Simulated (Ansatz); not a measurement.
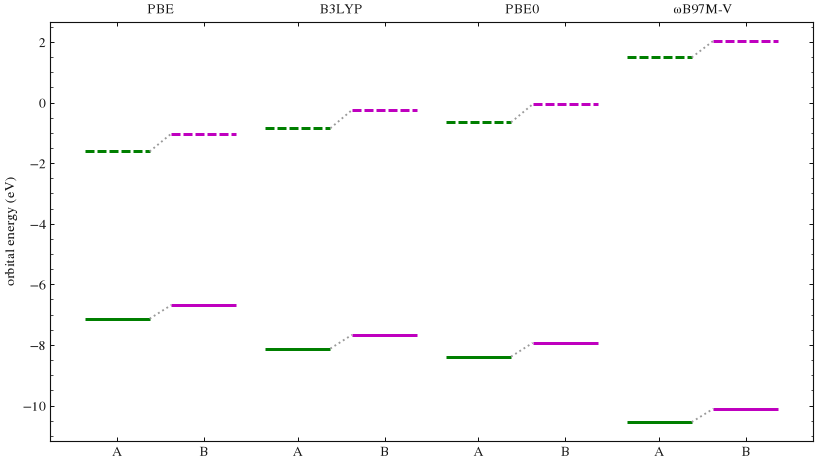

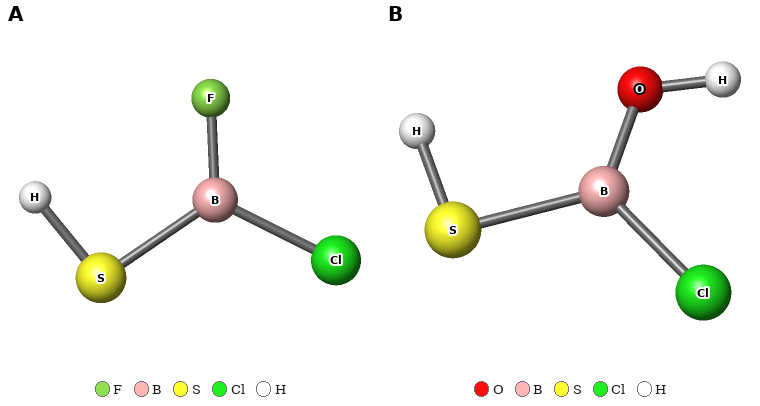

One change: A, BHSClF (SMILES FB(S)Cl), becomes B, BH₂SOCl (SMILES OB(S)Cl). F on B is replaced by OH. HOMO (solid) and LUMO (dashed) computed in def2-TZVPP at PBE0-D4/def2-TZVP geometries, both minima by their frequencies, gas phase, the Ansatz code 0.2.0. Empty levels above zero depend strongly on the basis.

What does the change do to HOMO and LUMO?

Answer. PBE: the HOMO rises by 0.45 eV, the LUMO rises by 0.59 eV, and the separation goes from 5.52 to 5.66 eV. B3LYP: the HOMO rises by 0.45 eV, the LUMO rises by 0.60 eV, and the separation goes from 7.27 to 7.42 eV. PBE0: the HOMO rises by 0.46 eV, the LUMO rises by 0.60 eV, and the separation goes from 7.73 to 7.88 eV. ωB97M-V: the HOMO rises by 0.44 eV, the LUMO rises by 0.55 eV, and the separation goes from 12.03 to 12.14 eV.

Do the functionals agree on the effect?

Answer. They agree on the direction for both levels; the HOMO shift lies between 0.44 and 0.46 eV and the LUMO shift between 0.55 and 0.60 eV, while the separations themselves differ by up to 6.5 eV between functionals.
